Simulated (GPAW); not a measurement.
**Conductance along a series: a C chain with one atom pushed aside at constant bond length**

Aim: how the conductance and the thermopower change along a series of junctions, a C chain with one atom pushed aside at constant bond length.

Calculated with GPAW 26.7.0; GPAW LCAO, PAW setups; Landauer transmission from Green's functions with principal layers (ASE), zero bias.

**1. Starting point**

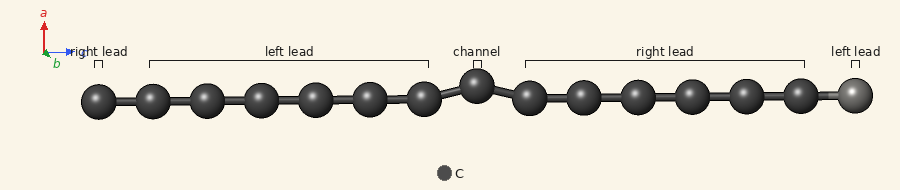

Start, viewed from the side, with the c axis across the page; carbon dark grey. Some periodic images of atoms are drawn too.

The cell holds 13 atoms: 13 C. Its edges and angles: a = 9.000 Å, b = 9.000 Å, c = 16.569 Å, α = 90.0°, β = 90.0°, γ = 90.0°. Regions: left lead, 6 atoms (6 C); channel, 1 atom (1 C); right lead, 6 atoms (6 C). Vacuum lies along a and b. The structure is stacked along c, and the current runs across the ab planes.

**2. Junction, offset 0.3 Å**

The structure changes from member to member while basis and functional stay, so that the trend is less open to errors of the level than any single value.

The input, run.py:

```python
import json
import numpy as np
from ase import Atoms
from ase.transport.calculators import TransportCalculator
from gpaw import GPAW, FermiDirac
from gpaw.lcao.tools import get_lcao_hamiltonian
from scipy.linalg import eigh

# The junction with lead layers at both ends, along the third cell vector
device = Atoms(
    ['C', 'C', 'C', 'C', 'C', 'C', 'C', 'C', 'C', 'C', 'C', 'C', 'C'],
    positions=[
        [4.50000, 4.50000, 0.64000],
        [4.50000, 4.50000, 1.92000],
        [4.50000, 4.50000, 3.20000],
        [4.50000, 4.50000, 4.48000],
        [4.50000, 4.50000, 5.76000],
        [4.50000, 4.50000, 7.04000],
        [4.80000, 4.50000, 8.28435],
        [4.50000, 4.50000, 9.52869],
        [4.50000, 4.50000, 10.80869],
        [4.50000, 4.50000, 12.08869],
        [4.50000, 4.50000, 13.36869],
        [4.50000, 4.50000, 14.64869],
        [4.50000, 4.50000, 15.92869]],
    cell=[[9.0, 0.0, 0.0], [0.0, 9.0, 0.0], [0.0, 0.0, 16.56869]],
    pbc=True)

# One principal layer of the lead: the first 4 atoms of the device
lead = Atoms(
    ['C', 'C', 'C', 'C'],
    positions=[
        [4.50000, 4.50000, 0.64000],
        [4.50000, 4.50000, 1.92000],
        [4.50000, 4.50000, 3.20000],
        [4.50000, 4.50000, 4.48000]],
    cell=[[9.0, 0.0, 0.0], [0.0, 9.0, 0.0], [0.0, 0.0, 5.12]],
    pbc=True)

settings = dict(mode='lcao', basis='dzp', xc='RPBE', h=0.2,
                occupations=FermiDirac(0.1), maxiter=250,
                mixer=dict(beta=0.1, nmaxold=8, weight=100.0),
                convergence=dict(density=0.0001))
energies = np.arange(-3, 3 + 1e-9, 0.075)
eta = 0.0001
n1, n2 = 1, 1
# k and -k transmit alike, so half of the mesh across the current serves
mesh = [(i, j) for i in range(n1) for j in range(n2) if (i, j) <= (-i % n1, -j % n2)]
weights = np.array([1 if (i, j) == (-i % n1, -j % n2) else 2 for i, j in mesh]) / (n1 * n2)

# [... helper functions left out ...]
fermi_lead = ground_state(lead, (1, 1, 22), 'lead.txt')
fermi_device = ground_state(device, (1, 1, 5), 'device.txt')
# [... loop over the mesh left out, but for ...]
        # Shift the lead onto the potential of the device's first layer
        shift = ((H[:, 0, 0] - H0[:, 0, 0]) / S0[0, 0]).real.mean()
# [...]
kT = 8.617333e-5 * 77
bias = [0.1, 0.2, 0.5, 1.0, 1.5, 2.0]
# [... integrals and printing left out ...]
```

Launch:

```bash
OMP_NUM_THREADS=1 OPENBLAS_NUM_THREADS=1 python run.py
```

Log:

```text
basis functions: device 169, principal layer 52
Fermi level: lead -4.1282 eV, device -4.1757 eV; lead shifted by 0.0503 eV
largest coupling past the next layer 1.03e-04 eV, largest misfit of the first layer 0.009 eV
  E-E_F (eV)   T (one spin)  channels
    -3.000    1.9909e+00    2.0000
    -2.925    1.9911e+00    2.0000
    -2.850    1.9912e+00    2.0000
    -2.775    1.9914e+00    2.0000
    -2.700    1.9916e+00    2.0000
    -2.625    1.9917e+00    2.0000
    -2.550    1.9919e+00    2.0000
    -2.475    1.9921e+00    2.0000
    -2.400    1.9922e+00    2.0000
    -2.325    1.9924e+00    2.0000
    -2.250    1.9926e+00    2.0000
    -2.175    1.9928e+00    2.0000
    -2.100    1.9929e+00    2.0000
    -2.025    1.9931e+00    2.0000
    -1.950    1.9932e+00    2.0000
    -1.875    1.9934e+00    2.0000
[...]
2.475    1.9900e+00    2.0000
     2.550    1.9897e+00    2.0000
     2.625    1.9893e+00    2.0000
     2.700    1.9889e+00    2.0000
     2.775    1.9885e+00    2.0000
     2.850    1.9881e+00    2.0000
     2.925    1.9877e+00    2.0000
     3.000    1.9872e+00    2.0000
conductance at 77 K: 1.9953 G0 a cell; thermopower 0.0002333 uV/K
current from the zero-bias T(E) at 0.1 V: 15.459 uA
current from the zero-bias T(E) at 0.2 V: 30.919 uA
current from the zero-bias T(E) at 0.5 V: 77.296 uA
current from the zero-bias T(E) at 1.0 V: 154.59 uA
current from the zero-bias T(E) at 1.5 V: 231.87 uA
current from the zero-bias T(E) at 2.0 V: 309.15 uA
```

Wall time 33 s (1 thread of Arm Neoverse N1, shared host); peak memory 0.54 GiB.

Numbers from this step:

```
conductance                                             : 1.995 G₀
largest coupling past the next principal layer          : 1.03e-4 eV
largest misfit of the first principal layer             : 0.008619 eV
shift that aligns the lead                              : 0.05032 eV
basis functions of the junction                         : 169
basis functions of a principal layer                    : 52
transmission at the Fermi level (one spin)              : 1.995
open channels of the lead at the Fermi level (one spin) : 2
```

One spin. Table of transmission, zone mean by energy, zero at the Fermi level:

```
energy (eV)  transmission, zone mean
     -3.000                     1.99
     -2.475                     1.99
     -2.025                     1.99
     -1.500                     1.99
     -0.975                     1.99
     -0.525                     2.00
     -0.150                     2.00
      0.000                     2.00
      0.525                     1.99
      0.975                     1.99
      1.500                     1.99
      2.025                     1.99
      2.475                     1.99
      3.000                     1.99
```

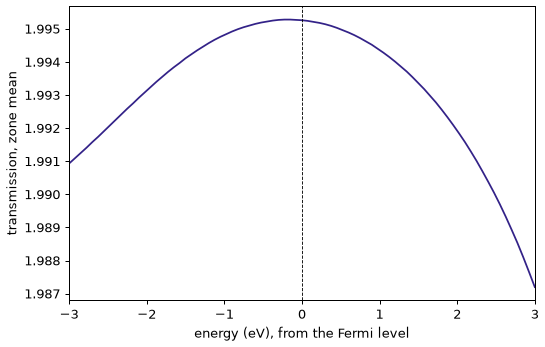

Transmission, zone mean against energy.

Crossings of the lead's bands, unfolded to its shortest repeat. The open channels, zone mean stays at 2 for energy from -3 to 3 eV.

Not self-consistent under bias; the bias window is split evenly. The current through one cell, from the zero-bias transmission by bias:

```
bias (V)  current through one cell, from the zero-bias transmission (μA)
   0.100                                                            15.5
   0.200                                                            30.9
   0.500                                                            77.3
   1.000                                                             155
   1.500                                                             232
   2.000                                                             309
```

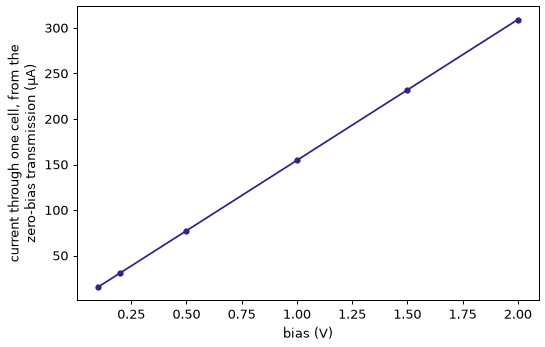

Current through one cell, from the zero-bias transmission, plotted against bias.

Table of transmission of the three most open eigenchannels by energy, zero at the Fermi level:

```
energy (eV)  channel 1  channel 2  channel 3
     -3.000      0.999      0.992          0
     -2.475      0.999      0.993          0
     -2.025      0.999      0.994          0
     -1.500      1.000      0.995          0
     -0.975      1.000      0.995          0
     -0.525      1.000      0.996          0
      0.000      1.000      0.996          0
      0.525      1.000      0.995          0
      0.975      1.000      0.995          0
      1.500      1.000      0.994          0
      2.025      1.000      0.992          0
      2.475      0.999      0.991          0
      3.000      0.999      0.988          0
```

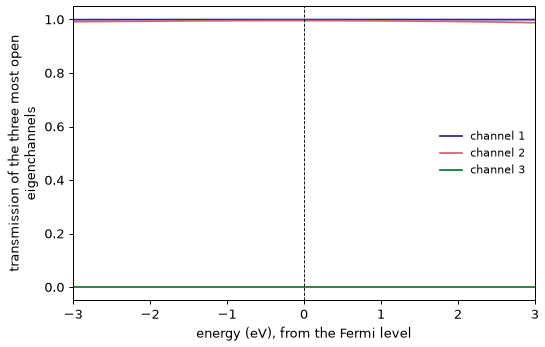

Transmission of the three most open eigenchannels against energy.

Couplings past the next layer reach 1.0e-4 eV, small enough to drop; the matrix elements of the cell's first layer differ from the bulk lead's by up to 0.0086 eV. That layer keeps its own values in the calculation, and only beyond it is the lead taken as perfect. The Fermi levels of lead and junction count from different zeros of potential, one for each periodic cell; with both set to zero, the small remaining shift is what aligns them. By hand: G = 1.995 × 77.48 μS = 155 μS, a resistance of 6.47 kΩ; at 0.1 V a linear junction would pass 15.5 μA, and the integral over the bias window gives 15.5 μA.

**3. Junction: offset = 0.6**

The cell differs from the one that the last finished run ended in (c 16.569 → 16.341 Å).

run.py: that of step 2 with these lines changed.

```diff
@@ -18,10 +18,10 @@
         [4.50000, 4.50000, 7.04000],
-        [4.80000, 4.50000, 8.28435],
-        [4.50000, 4.50000, 9.52869],
-        [4.50000, 4.50000, 10.80869],
-        [4.50000, 4.50000, 12.08869],
-        [4.50000, 4.50000, 13.36869],
-        [4.50000, 4.50000, 14.64869],
-        [4.50000, 4.50000, 15.92869]],
-    cell=[[9.0, 0.0, 0.0], [0.0, 9.0, 0.0], [0.0, 0.0, 16.56869]],
+        [5.10000, 4.50000, 8.17066],
+        [4.50000, 4.50000, 9.30133],
+        [4.50000, 4.50000, 10.58133],
+        [4.50000, 4.50000, 11.86133],
+        [4.50000, 4.50000, 13.14133],
+        [4.50000, 4.50000, 14.42133],
+        [4.50000, 4.50000, 15.70133]],
+    cell=[[9.0, 0.0, 0.0], [0.0, 9.0, 0.0], [0.0, 0.0, 16.34133]],
     pbc=True)
```

Log:

```text
basis functions: device 169, principal layer 52
Fermi level: lead -4.1282 eV, device -4.1295 eV; lead shifted by 0.0298 eV
largest coupling past the next layer 1.03e-04 eV, largest misfit of the first layer 0.022 eV
  E-E_F (eV)   T (one spin)  channels
    -3.000    1.8095e+00    2.0000
    -2.925    1.8132e+00    2.0000
    -2.850    1.8170e+00    2.0000
    -2.775    1.8207e+00    2.0000
    -2.700    1.8245e+00    2.0000
    -2.625    1.8283e+00    2.0000
    -2.550    1.8322e+00    2.0000
    -2.475    1.8360e+00    2.0000
    -2.400    1.8399e+00    2.0000
    -2.325    1.8437e+00    2.0000
    -2.250    1.8475e+00    2.0000
    -2.175    1.8514e+00    2.0000
    -2.100    1.8551e+00    2.0000
    -2.025    1.8589e+00    2.0000
    -1.950    1.8626e+00    2.0000
    -1.875    1.8662e+00    2.0000
[...]
2.475    1.7046e+00    2.0000
     2.550    1.6912e+00    2.0000
     2.625    1.6773e+00    2.0000
     2.700    1.6628e+00    2.0000
     2.775    1.6479e+00    2.0000
     2.850    1.6325e+00    2.0000
     2.925    1.6166e+00    2.0000
     3.000    1.6002e+00    2.0000
conductance at 77 K: 1.9073 G0 a cell; thermopower 0.01166 uV/K
current from the zero-bias T(E) at 0.1 V: 14.778 uA
current from the zero-bias T(E) at 0.2 V: 29.554 uA
current from the zero-bias T(E) at 0.5 V: 73.872 uA
current from the zero-bias T(E) at 1.0 V: 147.64 uA
current from the zero-bias T(E) at 1.5 V: 221.21 uA
current from the zero-bias T(E) at 2.0 V: 294.46 uA
```

It took 34 s on 1 thread; peak memory 0.53 GiB.

This step gave:

```
conductance                                 : 1.907 G₀
largest misfit of the first principal layer : 0.02194 eV
shift that aligns the lead                  : 0.02981 eV
transmission at the Fermi level (one spin)  : 1.907
```

One spin. Transmission, zone mean against energy, zero at the Fermi level:

```
energy (eV)  transmission, zone mean
    -3.0000                     1.81
    -2.7750                     1.82
    -2.4750                     1.84
    -2.2500                     1.85
    -2.0250                     1.86
    -1.7250                     1.87
    -1.5000                     1.88
    -1.2750                     1.89
    -0.9750                     1.90
    -0.7500                     1.90
    -0.5250                     1.91
    -0.3000                     1.91
    -0.2250                     1.91
     0.0000                     1.91
     0.2250                     1.90
     0.5250                     1.90
     0.7500                     1.89
     0.9750                     1.87
     1.2750                     1.85
     1.5000                     1.83
     1.7250                     1.81
     2.0250                     1.77
     2.2500                     1.74
     2.4750                     1.70
     2.7750                     1.65
     3.0000                     1.60
```

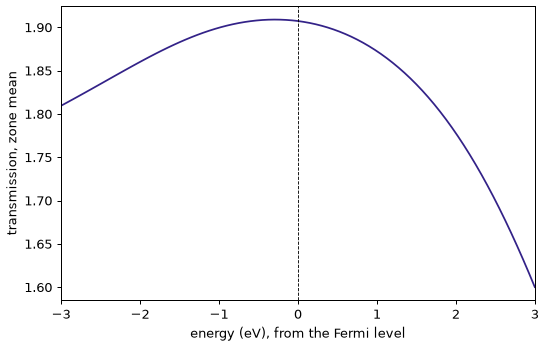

Transmission, zone mean against energy.

Crossings of the lead's bands, unfolded to its shortest repeat. The open channels, zone mean stays at 2 for energy from -3 to 3 eV.

Not self-consistent under bias; the bias window is split evenly. Current through one cell, from the zero-bias transmission against bias:

```
bias (V)  current through one cell, from the zero-bias transmission (μA)
   0.100                                                            14.8
   0.200                                                            29.6
   0.500                                                            73.9
   1.000                                                             148
   1.500                                                             221
   2.000                                                             294
```

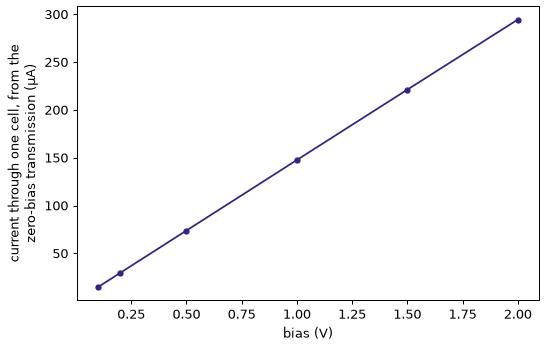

Current through one cell, from the zero-bias transmission, plotted against bias.

The transmission of the three most open eigenchannels by energy, zero at the Fermi level:

```
energy (eV)  channel 1  channel 2  channel 3
     -3.000      0.993      0.817          0
     -2.475      0.995      0.841          0
     -2.025      0.997      0.862          0
     -1.500      0.998      0.885          0
     -0.975      0.999      0.901          0
     -0.525      0.999      0.909          0
      0.000      0.999      0.908          0
      0.525      0.999      0.896          0
      0.975      0.999      0.875          0
      1.500      0.998      0.836          0
      2.025      0.997      0.777          0
      2.475      0.996      0.709          0
      3.000      0.994      0.606          0
```

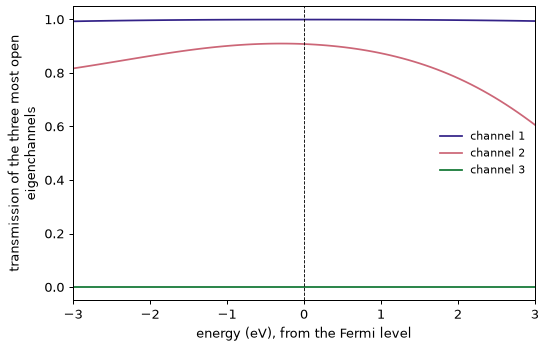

Transmission of the three most open eigenchannels, plotted against energy.

The conductance, 1.91 G₀, lies 4.4 % below that of the member before.

**4. Junction: offset = 0.9**

The cell differs from the one that the last finished run ended in (c 16.341 → 15.900 Å).

run.py: that of step 3 with these lines changed.

```diff
@@ -18,10 +18,10 @@
         [4.50000, 4.50000, 7.04000],
-        [5.10000, 4.50000, 8.17066],
-        [4.50000, 4.50000, 9.30133],
-        [4.50000, 4.50000, 10.58133],
-        [4.50000, 4.50000, 11.86133],
-        [4.50000, 4.50000, 13.14133],
-        [4.50000, 4.50000, 14.42133],
-        [4.50000, 4.50000, 15.70133]],
-    cell=[[9.0, 0.0, 0.0], [0.0, 9.0, 0.0], [0.0, 0.0, 16.34133]],
+        [5.40000, 4.50000, 7.95016],
+        [4.50000, 4.50000, 8.86033],
+        [4.50000, 4.50000, 10.14033],
+        [4.50000, 4.50000, 11.42033],
+        [4.50000, 4.50000, 12.70033],
+        [4.50000, 4.50000, 13.98033],
+        [4.50000, 4.50000, 15.26033]],
+    cell=[[9.0, 0.0, 0.0], [0.0, 9.0, 0.0], [0.0, 0.0, 15.90033]],
     pbc=True)
```

Log:

```text
basis functions: device 169, principal layer 52
Fermi level: lead -4.1282 eV, device -4.0531 eV; lead shifted by 0.0139 eV
largest coupling past the next layer 1.03e-04 eV, largest misfit of the first layer 0.031 eV
  E-E_F (eV)   T (one spin)  channels
    -3.000    1.0101e+00    2.0000
    -2.925    1.0148e+00    2.0000
    -2.850    1.0193e+00    2.0000
[...]
2.925    1.5016e+00    2.0000
     3.000    1.4913e+00    2.0000
conductance at 77 K: 1.0134 G0 a cell; thermopower -0.3868 uV/K
current from the zero-bias T(E) at 0.1 V: 7.8588 uA
current from the zero-bias T(E) at 0.2 V: 15.742 uA
current from the zero-bias T(E) at 0.5 V: 39.784 uA
current from the zero-bias T(E) at 1.0 V: 82.179 uA
current from the zero-bias T(E) at 1.5 V: 128.09 uA
current from the zero-bias T(E) at 2.0 V: 176.88 uA
```

Wall time 37 s (1 thread); peak memory 0.53 GiB.

The conductance, 1.01 G₀, lies 47 % below that of the member before.

**5. The series together**

Times are for 1 thread of Arm Neoverse N1, shared host. Results by setting:

```
no.  offset (Å)  conductance (G₀)  time  memory (GiB)
  1         0.3             1.995  33 s          0.54
  2         0.6             1.907  34 s          0.53
  3         0.9             1.013  37 s          0.53
```

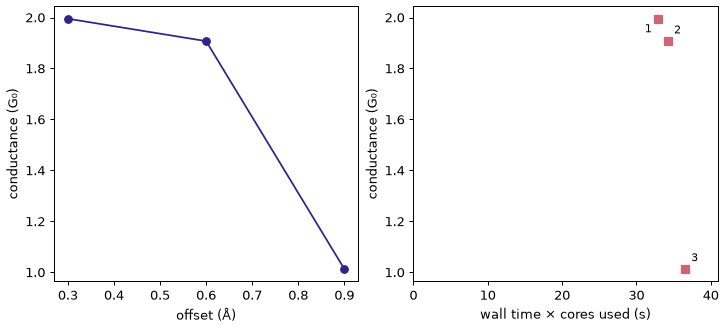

The series as plots; the last panel sets the first result against cost, with the runs numbered as in the table.

The runs together. Transmission, zone mean against energy, zero at the Fermi level:

```
energy (eV)   0.3   0.6    0.9
    -3.0000  1.99  1.81   1.01
    -2.7750  1.99  1.82   1.02
    -2.4750  1.99  1.84   1.04
    -2.2500  1.99  1.85   1.05
    -2.0250  1.99  1.86   1.06
    -1.7250  1.99  1.87   1.07
    -1.5000  1.99  1.88   1.08
    -1.2750  1.99  1.89   1.08
    -0.9750  1.99  1.90   1.07
    -0.7500  2.00  1.90   1.05
    -0.5250  2.00  1.91   1.02
    -0.3000  2.00  1.91  1.000
    -0.2250  2.00  1.91  0.996
    -0.1500  2.00  1.91  0.996
     0.0000  2.00  1.91   1.01
     0.2250  2.00  1.90   1.09
     0.5250  1.99  1.90   1.28
     0.7500  1.99  1.89   1.41
     0.9750  1.99  1.87   1.50
     1.2750  1.99  1.85   1.57
     1.5000  1.99  1.83   1.59
     1.7250  1.99  1.81   1.60
     2.0250  1.99  1.77   1.59
     2.2500  1.99  1.74   1.58
     2.4750  1.99  1.70   1.56
     2.7750  1.99  1.65   1.52
     3.0000  1.99  1.60   1.49
```

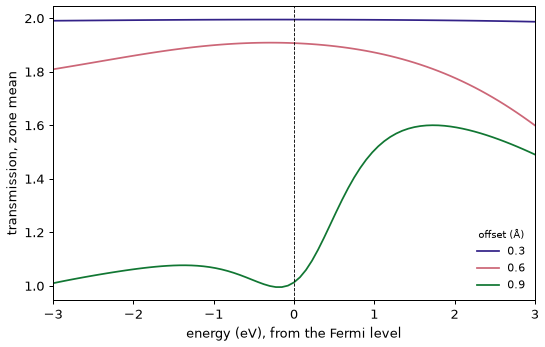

Transmission, zone mean against energy.

The runs together. The open channels, zone mean, 0.3 = 0.6 = 0.9 stays at 2 for energy from -3 to 3 eV.

(Part 1 of 2 ends here.)

[Logs are printed without paths, hosts, clocks, repeated set-up lines and the standing remarks that a program may print on its own settings, such as how far it seeks lower states.]

[Hosts, paths, dates, database ids (printed as entryN), source tags and the programs' standing remarks are cut or masked in the printed files.]
